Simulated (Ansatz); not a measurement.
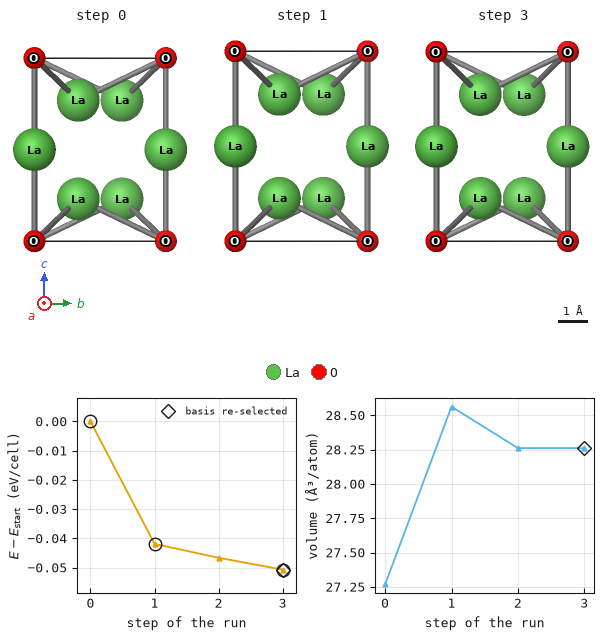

Frames of a relaxation of solid La5O (a generated structure, set up in P6/mmm) (coarse preliminary run), marked on the history of the run. Style: ball-and-stick. Shown: the cell of the calculation, along the a axis.

Method: DFT PBE, scalar-relativistic, plane waves, PAW (Ansatz). (plane-wave cutoff 420 eV; k-point mesh 6 × 6 × 4; occupations gaussian; smearing width 0.1 eV; no spin polarisation; cell and atoms relaxed; force threshold 0.04 eV/Å; at most 70 steps)

### Describe the path.

Over 2 accepted moves (3 points after the start) the energy falls by 50.7 meV per cell of the calculation. Largest force component: 0.062 eV/Å at the start, 0.0059 eV/Å at the end. Pressure: 1.42 GPa at the start and −0.10 GPa at the end. At 1 point the geometry stayed and the basis and grid were re-selected for the new cell (energy shift of 4.0 meV per cell of the calculation at most each time). The largest moves relative to the cell, 0.032 Å, are those of La atoms. O stays in place. The drawn cell changes as follows: a = b 5.389 → 5.394 Å (+0.1 %), c 6.505 → 6.728 Å (+3.4 %); the volume changes by +3.6 %. Among the contacts that change: La–La 3.501 → 3.686 Å, La–O 3.252 → 3.364 Å, La–La 3.570 → 3.619 Å, La–La 3.003 → 3.042 Å. The space group stays P6/mmm (No. 191). Cost: 100 s on 1 thread of Intel(R) Xeon(R) Processor @ 2.50GHz (Skylake/Cascade Lake), with other jobs on the host, peak memory 0.5 GiB. From step 0 to 1: La atoms move most (0.03 Å), volume +4.8 %, energy −41.9 meV per cell of the calculation. From step 1 to 3: volume −1.1 %, energy −8.8 meV per cell of the calculation.
